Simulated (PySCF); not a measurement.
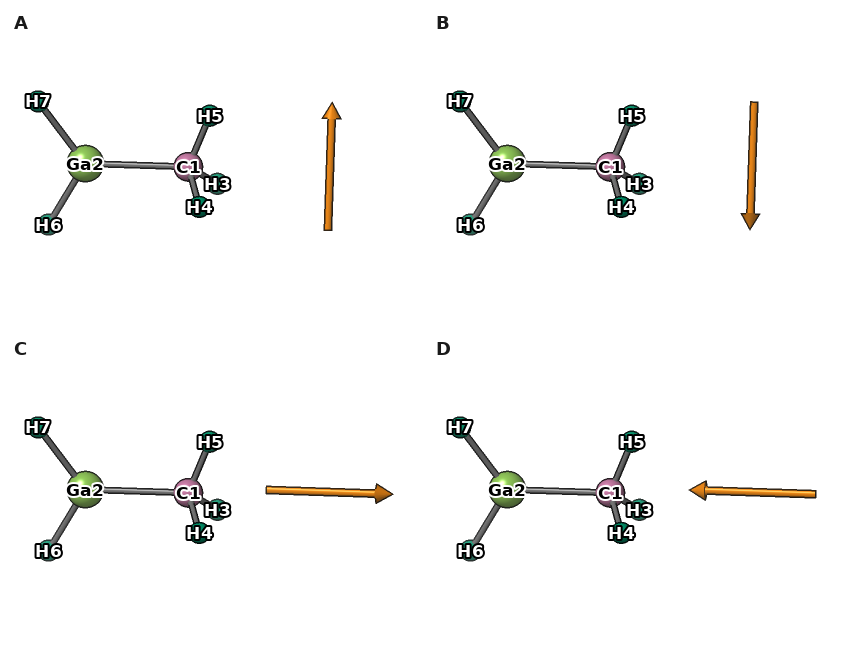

The same molecule four times, each with an arrow. The computed structure is the end point of a PBE0-D3(BJ)/def2-SVP optimisation. No frequency run is at hand to confirm it as a minimum. Method: ωB97X-D/def2-SVPD, gas phase (PySCF 2.14.0).

Which arrow points along the dipole moment, from the negative to the positive end?

Answer. C. The dipole moment is 0.68 D; it points from the side of H6, H7 to the side of H3, H4, H5 (the outermost atoms at the two ends).
